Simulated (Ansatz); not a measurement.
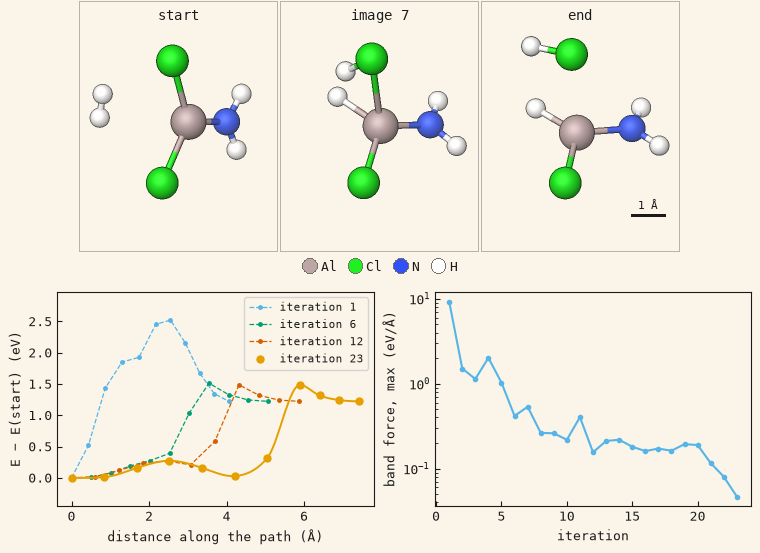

NEB run on AlNH₄Cl₂, made up at the start of AlNH2Cl2 and H2. Images are numbered from 0 (start) to 10 (end). The plot follows the band through its iterations. A ball-and-stick model, seen at a tilt.

All numbers below come from RKS B3LYP/def2-SVP in Ansatz 0.2.0. Set-up: 9 movable images; climbing image; force threshold 0.05 eV/Å; iteration limit 60; starting path through a guess of the saddle point.

**Did the band converge, and can the barrier be trusted?**

The run is converged, with reservations. The band converged in 23 iterations. The largest component of the band force went from 9.3 to 0.047 eV/Å. The climbing image converged on the top of the path. Its vibrational analysis gives one imaginary mode (627i cm⁻¹), as a transition state must have. The first iteration put the highest image at 2.52 eV. The energy climbs by 1.48 eV to image 7 and then falls by 0.26 eV, so the end point sits at +1.22 eV. The profile has 2 maxima (images 3, 7) with a dip at image 5 (+0.03 eV), so the process runs in steps.

Limits of the set-up: the start holds two separate molecules, 2.9 Å apart at their closest, whose relative position is a soft coordinate and is computed without a dispersion correction.

The run took 7 min on 2 threads of Arm Neoverse V1 (shared host), peak memory 0.18 GiB.
